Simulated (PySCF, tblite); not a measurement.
**C₄H₉FSSi: geometry, infrared bands and NMR shifts**

Wanted: the infrared bands and NMR shifts of C₄H₉FSSi (`CC[Si]1(F)CSC1`), by calculation.

The runs use tblite 0.8.0 and PySCF 2.14.0, with density-fitted response routines of our own; the level of theory stands in each step. All values are computed, except where a source is named. Atoms are numbered from 0 throughout.

### 1 The molecule as given

16 atoms, charge 0, multiplicity 1; geometry from: force field or distance geometry start.

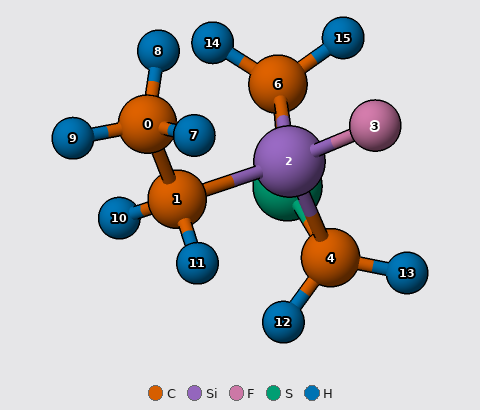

As it starts; carbon orange, silicon purple, fluorine pink, sulfur teal, hydrogen blue, atoms numbered; sticks join atoms by distance.

### 2 Relaxing the molecule with GFN2-xTB

The job: settings as JSON, then the geometry in Å.

```
{"job": {"kind": "relax", "xc": "GFN2-xTB", "basis": "xTB"}, "charge": 0, "multiplicity": 1}
C      2.282800    -0.211100     0.293400
C      1.084500     0.650800    -0.065900
Si    -0.448900    -0.070300     0.689700
F     -0.295000    -0.458700     2.310600
C     -1.919200     1.048200     0.335900
S     -2.482200    -0.123700    -0.934900
C     -1.338200    -1.357600    -0.283000
H      2.557000     0.055100     1.352900
H      2.045600    -1.286200     0.240500
H      3.131000     0.078700    -0.352000
H      0.990100     0.838600    -1.155300
H      1.249200     1.615200     0.479400
H     -1.592200     1.979400    -0.191100
H     -2.602700     1.212600     1.170900
H     -0.780800    -1.906200    -1.039400
H     -1.888500    -2.055900     0.404400
```

Launch:

```bash
> OMP_NUM_THREADS=1 python probes_run.py task.json out
```

This one command runs all jobs of the session in turn.

Output:

```text
step      E/eV     max force
  0    -622.18980    1.886
  1    -622.36918    0.609
  2    -622.42649    0.582
  3    -622.47187    0.529
  4    -622.51479    0.489
  5    -622.54211    0.370
  6    -622.56440    0.303
  7    -622.57615    0.191
  8    -622.58375    0.189
  9    -622.58999    0.173
 10    -622.59636    0.189
 11    -622.60243    0.177
 12    -622.60766    0.155
 13    -622.61166    0.163
 14    -622.61491    0.163
 15    -622.61820    0.171
 16    -622.62202    0.194
 17    -622.62576    0.139
 18    -622.62840    0.113
 19    -622.63005    0.111
 20    -622.63157    0.148
 21    -622.63354    0.155
 22    -622.63593    0.129
 23    -622.63818    0.110
 24    -622.63990    0.111
 25    -622.64136    0.110
 26    -622.64301    0.110
 27    -622.64477    0.098
 28    -622.64627    0.088
 29    -622.64751    0.090
 30    -622.64885    0.097
 31    -622.65048    0.128
 32    -622.65226    0.119
 33    -622.65374    0.087
 34    -622.65473    0.081
 35    -622.65552    0.085
 36    -622.65641    0.087
 37    -622.65745    0.089
 38    -622.65860    0.082
 39    -622.65984    0.121
 40    -622.66120    0.120
 41    -622.66263    0.134
 42    -622.66390    0.112
 43    -622.66469    0.070
 44    -622.66505    0.066
 45    -622.66542    0.055
 46    -622.66573    0.052
 47    -622.66602    0.038
 48    -622.66624    0.032
 49    -622.66637    0.025
 50    -622.66648    0.029
 51    -622.66660    0.028
 52    -622.66673    0.031
 53    -622.66686    0.024
 54    -622.66696    0.027
 55    -622.66708    0.030
 56    -622.66725    0.041
 57    -622.66750    0.045
 58    -622.66783    0.059
 59    -622.66821    0.062
 60    -622.66862    0.054
 61    -622.66901    0.057
 62    -622.66935    0.044
 63    -622.66958    0.033
 64    -622.66975    0.027
 65    -622.66990    0.036
 66    -622.67003    0.034
 67    -622.67015    0.020
 68    -622.67025    0.022
 69    -622.67032    0.022
 70    -622.67040    0.020
 71    -622.67049    0.022
 72    -622.67057    0.022
 73    -622.67063    0.020
 74    -622.67067    0.016
 75    -622.67071    0.012
 76    -622.67074    0.012
 77    -622.67077    0.011
 78    -622.67079    0.008
```

Run time: 0.93 s. Hardware: 1 thread of Arm Neoverse N1, shared host; peak memory 0.18 GiB.

Step by step: (not every step is listed)

| step | energy from step 0 (eV) | largest force (eV/Å) |
| --- | --- | --- |
| 0 | 0.0000 | 1.8855 |
| 1 | -0.1794 | 0.6095 |
| 2 | -0.2367 | 0.5821 |
| 3 | -0.2821 | 0.5292 |
| 4 | -0.3250 | 0.4889 |
| 5 | -0.3523 | 0.3702 |
| 6 | -0.3746 | 0.3028 |
| 7 | -0.3863 | 0.1913 |
| 8 | -0.3940 | 0.1889 |
| 14 | -0.4251 | 0.1628 |
| 20 | -0.4418 | 0.1476 |
| 26 | -0.4532 | 0.1104 |
| 32 | -0.4625 | 0.1191 |
| 38 | -0.4688 | 0.0821 |
| 44 | -0.4752 | 0.0665 |
| 50 | -0.4767 | 0.0288 |
| 56 | -0.4774 | 0.0409 |
| 62 | -0.4796 | 0.0441 |
| 68 | -0.4805 | 0.0220 |
| 73 | -0.4808 | 0.0199 |
| 74 | -0.4809 | 0.0157 |
| 75 | -0.4809 | 0.0124 |
| 76 | -0.4809 | 0.0124 |
| 77 | -0.4810 | 0.0107 |
| 78 | -0.4810 | 0.0079 |

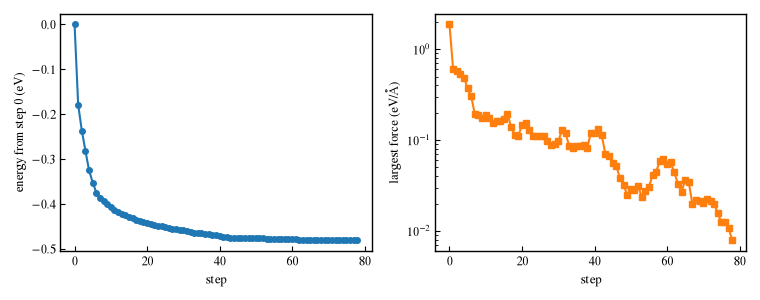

Energy and force, step by step.

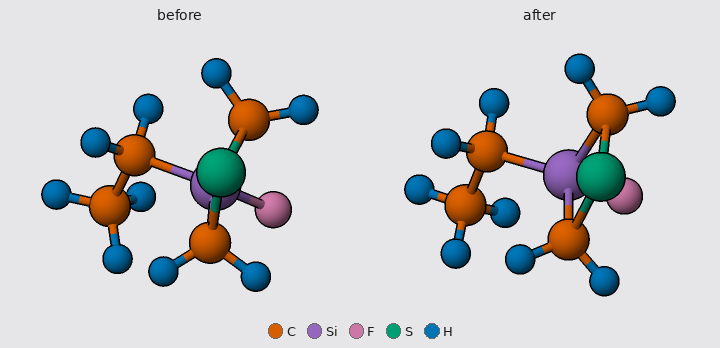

The geometry before (left) and after (right).

Distances of close pairs at the start and the end, largest changes first:

| bond | before (Å) | after (Å) | change (Å) |
| --- | --- | --- | --- |
| Si2–C6 | 1.842 | 1.907 | +0.065 |
| Si2–F3 | 1.674 | 1.624 | -0.050 |
| C0–H7 | 1.126 | 1.086 | -0.040 |
| S5–C6 | 1.804 | 1.844 | +0.039 |
| C6–H15 | 1.124 | 1.087 | -0.037 |
| C1–Si2 | 1.855 | 1.892 | +0.037 |
| C4–H12 | 1.119 | 1.085 | -0.033 |
| C1–H11 | 1.120 | 1.091 | -0.029 |

The final coordinates are the input of the step that follows.

### 3 Harmonic vibrations with GFN2-xTB

The job: settings as JSON, then the geometry in Å.

```
{"job": {"kind": "ir", "xc": "GFN2-xTB", "basis": "xTB"}, "charge": 0, "multiplicity": 1}
C      2.367502    -0.245487     0.353561
C      1.217104     0.677231    -0.042498
Si    -0.445023     0.061658     0.619148
F     -0.281288    -0.257145     2.203112
C     -2.026683     1.076668     0.309672
S     -2.829397    -0.293819    -0.621339
C     -1.372960    -1.361090    -0.247399
H      2.424250    -0.336630     1.434641
H      2.228173    -1.239811    -0.063150
H      3.314651     0.148684    -0.008472
H      1.189842     0.775574    -1.127814
H      1.410893     1.674472     0.355314
H     -1.954352     1.959471    -0.317743
H     -2.614468     1.316769     1.191233
H     -0.959447    -1.758038    -1.169760
H     -1.676397    -2.189563     0.387566
```

Output:

```text
mode    cm-1     km/mol
  1      38.6      0.94
  2      53.7      4.60
  3     111.7      1.64
  4     145.8      4.03
  5     179.8     14.68
  6     202.5     10.05
  7     241.5      0.40
  8     272.6     14.72
  9     400.8     27.55
 10     644.4      4.35
 11     689.8      0.81
 12     694.2      2.11
 13     703.1      9.18
 14     707.4     21.63
 15     722.8     35.68
 16     745.8     83.51
 17     815.6    190.80
 18     831.0    202.28
 19     982.2      8.22
 20     984.3      7.60
 21     996.3     34.86
 22    1024.5      6.32
 23    1074.0     18.10
 24    1120.8     27.23
 25    1127.7      6.56
 26    1233.1      4.03
 27    1291.0      8.31
 28    1419.4      0.96
 29    1435.1      2.02
 30    1439.1      4.03
 31    1469.9      3.44
 32    1505.2      3.58
 33    1508.0      4.16
 34    2977.7     23.50
 35    2993.7     13.23
 36    3002.9     11.39
 37    3008.6     15.70
 38    3015.9      8.18
 39    3021.0      8.74
 40    3028.3     41.52
 41    3039.9     36.66
 42    3052.4     23.42
```

Run time: 1 s. Hardware: 1 thread of Arm Neoverse N1, shared host; peak memory 0.18 GiB.

The strongest bands and the atoms that carry them (share of the mass-weighted mode):

| cm⁻¹ | km/mol | atoms |
| --- | --- | --- |
| 401 | 27.6 | Si2 29 %, S5 21 %, C1 15 % |
| 723 | 35.7 | C4 20 %, F3 19 %, H12 15 %, C6 13 % |
| 746 | 83.5 | Si2 23 %, C4 19 %, H11 12 %, H10 11 % |
| 816 | 190.8 | Si2 40 %, C1 11 %, F3 11 % |
| 831 | 202.3 | Si2 41 %, F3 17 %, C6 12 %, C4 12 % |
| 996 | 34.9 | H13 27 %, H12 26 %, H14 15 %, H15 15 % |
| 3028 | 41.5 | H9 87 % |
| 3040 | 36.7 | H8 84 % |

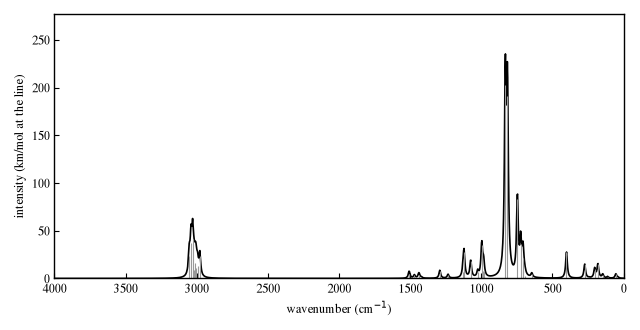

The infrared spectrum from these modes, unscaled. Lines are broadened to a width of 14 cm⁻¹ (Lorentzian).

### 4 Nuclear shieldings: PBE0/pcSseg-1

Same as in step 3 but for these lines:

```diff
@@ -1,2 +1,2 @@
-{"job": {"kind": "ir", "xc": "GFN2-xTB", "basis": "xTB"}, "charge": 0, "multiplicity": 1}
+{"job": {"kind": "nmr", "xc": "PBE0", "basis": "pcSseg-1"}, "charge": 0, "multiplicity": 1}
 C      2.367502    -0.245487     0.353561
```

Level: GIAO PBE0/pcSseg-1 NMR shielding, non-relativistic, gas phase.

Output:

```text
coarse grid: 14264 points
cycle   1  E = -944.7090963386  dE =  5.933e-01  |g| = 6.229e-01  |ddm| = 3.645e+00
cycle   2  E = -944.6652041291  dE =  4.389e-02  |g| = 8.505e-01  |ddm| = 1.108e+00
cycle   3  E = -944.7846507574  dE = -1.194e-01  |g| = 9.212e-02  |ddm| = 6.461e-01
cycle   4  E = -944.7861945176  dE = -1.544e-03  |g| = 2.788e-02  |ddm| = 9.522e-02
cycle   5  E = -944.7863519932  dE = -1.575e-04  |g| = 6.058e-03  |ddm| = 2.561e-02
cycle   6  E = -944.7863610388  dE = -9.046e-06  |g| = 2.465e-03  |ddm| = 1.078e-02
final grid: 128456 points
cycle   7  E = -944.8355197542  dE = -2.182e-05  |g| = 1.164e-02  |ddm| = 2.638e-02
cycle   8  E = -944.8354937245  dE =  2.603e-05  |g| = 1.533e-02  |ddm| = 2.383e-02
cycle   9  E = -944.8355537157  dE = -5.999e-05  |g| = 1.042e-03  |ddm| = 1.442e-02
cycle  10  E = -944.8355539303  dE = -2.145e-07  |g| = 2.698e-04  |ddm| = 1.008e-03
cycle  11  E = -944.8355539429  dE = -1.268e-08  |g| = 5.021e-05  |ddm| = 2.318e-04
cycle  12  E = -944.8355539433  dE = -3.929e-10  |g| = 2.852e-05  |ddm| = 7.458e-05
converged SCF energy = -944.8355539433

GIAO shielding tensors (ppm)
atom      isotropic    diamagn.    paramagn.     s11        s22        s33       span
  0 C      180.605     245.982     -65.378    175.832    177.662    188.320     12.488
  1 C      172.862     255.376     -82.514    166.763    167.847    183.978     17.215
  2 Si     313.728     877.129    -563.401    279.706    293.681    367.796     88.090
  3 F      336.273     469.826    -133.552    292.535    339.687    376.598     84.063
  4 C      155.285     258.466    -103.181    115.397    165.054    185.403     70.006
  5 S      584.784    1054.952    -470.168    411.230    482.004    861.120    449.890
  6 C      154.923     257.157    -102.234    115.375    164.327    185.066     69.691
  7 H       30.551      28.958       1.593     25.209     29.740     36.704     11.496
  8 H       30.847      29.976       0.872     26.123     29.660     36.759     10.636
  9 H       30.459      27.675       2.784     25.189     27.795     38.393     13.203
 10 H       30.738      32.691      -1.953     26.263     29.434     36.517     10.254
 11 H       30.808      31.235      -0.427     26.480     29.411     36.534     10.053
 12 H       29.149      31.800      -2.652     25.000     27.098     35.348     10.347
 13 H       28.602      30.032      -1.430     24.145     26.747     34.914     10.769
 14 H       29.038      32.134      -3.096     24.700     27.345     35.071     10.371
 15 H       28.566      30.316      -1.751     24.014     26.986     34.697     10.683
```

Wall time 58 s (1 thread of Arm Neoverse N1, shared host); peak memory 0.81 GiB.

Shifts follow as δ = σ(reference) − σ, with reference shieldings (ppm) from runs at the same level and on the same kind of geometry: 1H TMS 31.72, 13C TMS 186.9, 29Si TMS 349.2, 19F CFCl3 170.9, 33S CS2 504. The references are single molecules in the gas phase, so shifts against H2O, NH3, PH3, H3PO4 or CFCl3 are not on the usual liquid scales and can be off by tens of ppm. Atoms listed in one row are averaged.

| atoms | environment | σ (ppm) | δ (ppm) | δ scaled to CDCl3 |
| --- | --- | --- | --- | --- |
| C4, C6 | sp3 CH2 bonded to S and Si | 155.1 | 31.8 | 24.7 |
| C1 | sp3 CH2 bonded to Si | 172.9 | 14.1 | 11.8 |
| C0 | methyl carbon | 180.6 | 6.3 | 4.3 |
| H13, H15 | hydrogen on an sp3 CH2 bonded to S and Si | 28.58 | 3.13 | 3.06 |
| H12, H14 | hydrogen on an sp3 CH2 bonded to S and Si | 29.09 | 2.62 | 2.58 |
| H7, H8, H9 | hydrogen on a methyl carbon | 30.62 | 1.10 | 1.14 |
| H10, H11 | hydrogen on an sp3 CH2 bonded to Si | 30.77 | 0.94 | 0.99 |
| Si2 | silicon bonded to 3 C, F, in a 4-membered ring | 313.7 | 35.4 | – |
| F3 | fluorine bonded to Si | 336.3 | -165.3 | – |
| S5 | sulfide sulfur | 585 | -81 | – |

The scaled column applies a straight-line fit of computed shieldings to shifts measured in CDCl3, with any fitted terms for Cl, Br or S neighbours, and one for carbons that bear F (root-mean-square error 0.16 ppm for H, 1.9 ppm for C).

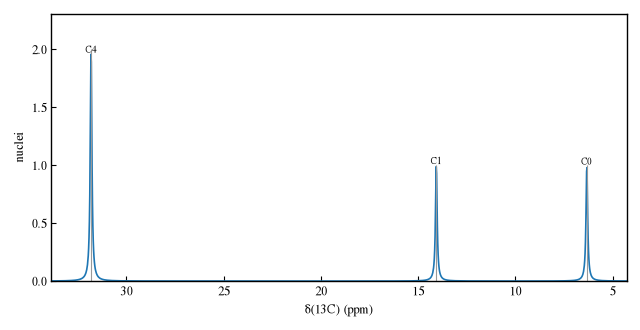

13C lines at the computed shifts, without couplings. Lines are broadened to a width of 0.10 ppm (Lorentzian).

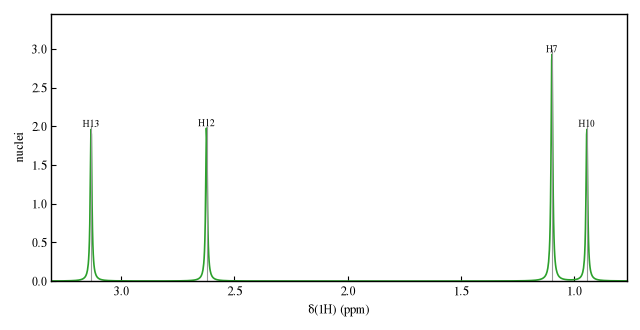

1H lines at the computed shifts, without couplings. Lines are broadened to a width of 0.01 ppm (Lorentzian).

The run also stored atomic charges by several schemes (e):

| atoms | Mulliken | IAO | Hirshfeld | ESP fit |
| --- | --- | --- | --- | --- |
| C0 | -0.30 | -0.41 | -0.11 | -0.17 |
| C1 | -0.60 | -0.56 | -0.15 | -0.01 |
| Si2 | 1.31 | 1.35 | 0.48 | 0.37 |
| F3 | -0.42 | -0.53 | -0.20 | -0.26 |
| C4, C6 | -0.67 | -0.66 | -0.18 | -0.18 |
| S5 | -0.03 | 0.07 | -0.02 | -0.23 |

ESP fit charges:

C0 -0.17; C1 -0.01; Si2 0.37; F3 -0.26; C4 -0.21; S5 -0.23; C6 -0.16; H7 0.07; H8 0.04; H9 0.05; H10 0.03; H11 0.04; H12 0.09; H13 0.13; H14 0.10; H15 0.11

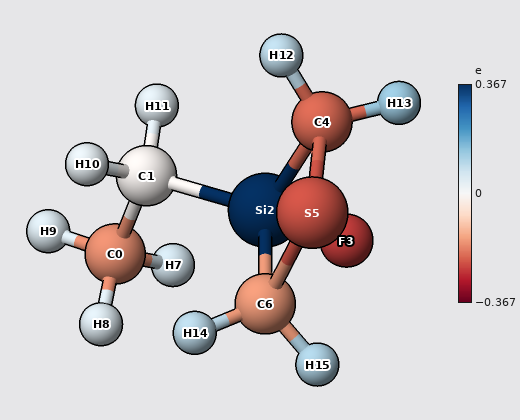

ESP fit charges, as colours on the atoms.

Mayer bond orders: C0–C1 1.05, C1–Si2 0.92, Si2–F3 0.95, Si2–C4 0.84, C4–S5 1.00, S5–C6 1.00, C6–Si2 0.84.

Ring of atoms Si2, C4, S5, C6: NICS(0) -3.3, NICS(1) -0.8, NICS(1)zz 4.7 ppm (means of both faces).

The fields below are evaluated on a grid from the run's orbitals.

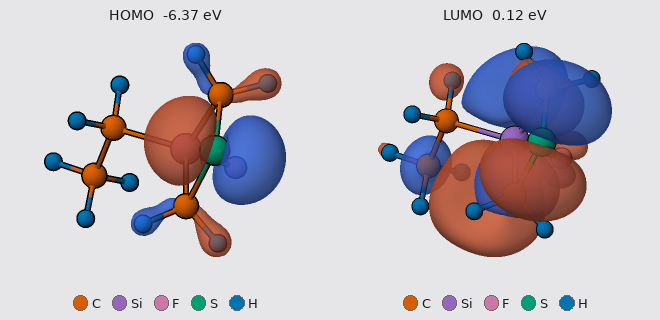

Frontier orbitals at PBE0/pcSseg-1; each surface holds 70 % of the orbital's density, blue and red mark the sign.

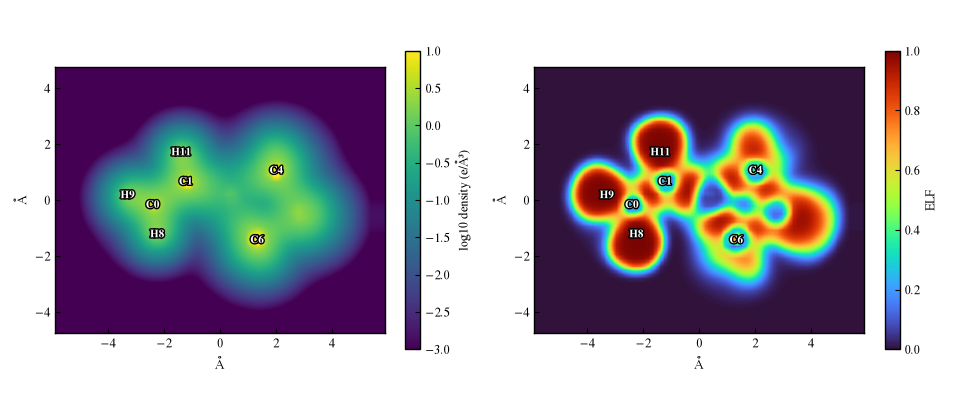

Density (left) and ELF (right) in a plane through or near 7 of the atoms.

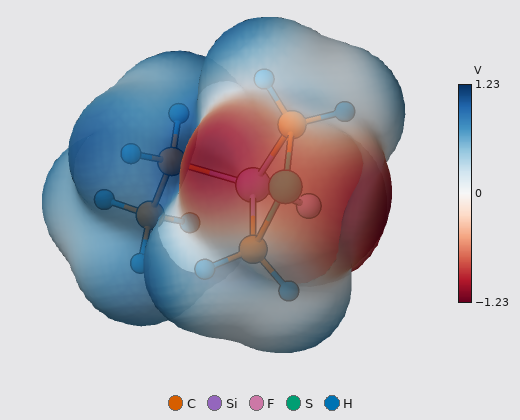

Electrostatic potential on the surface of density 0.002 e/bohr³; red is low, blue high. It runs from -1.07 V near S5 to 1.23 V near Si2.

### 5 Results

```
                                                               quantity                       value
                              strongest single infrared mode (GFN2-xTB)        831 cm⁻¹, 202 km/mol
                                           zero-point energy (GFN2-xTB)               77.1 kcal/mol
13C shifts against TMS (PBE0/pcSseg-1, means over atoms taken as alike)         31.8, 14.1, 6.3 ppm
 1H shifts against TMS (PBE0/pcSseg-1, means over atoms taken as alike)  3.13, 2.62, 1.10, 0.94 ppm
                                29Si shifts against TMS (PBE0/pcSseg-1)                    35.4 ppm
                               19F shifts against CFCl3 (PBE0/pcSseg-1)                  -165.3 ppm
                                 33S shifts against CS2 (PBE0/pcSseg-1)                     -81 ppm
                                  surface potential, least and greatest          -1.07 V and 1.23 V
```

What this shows: Over 78 steps the energy fell by 0.481 eV; of the close pairs, Si2–C6 changed most, 1.842 to 1.907 Å. All 42 modes are real, so the xTB geometry is a minimum. The strongest single mode, at 831 cm⁻¹, is spread over several atoms, Si2, F3, C6, C4 among them. GFN2-xTB is a fitted tight-binding method: band positions and strengths are rough. Its intensities can rank the bands wrongly. At PBE0/pcSseg-1: Shielding is most anisotropic at S5 (span 450 ppm, paramagnetic term -470 ppm).
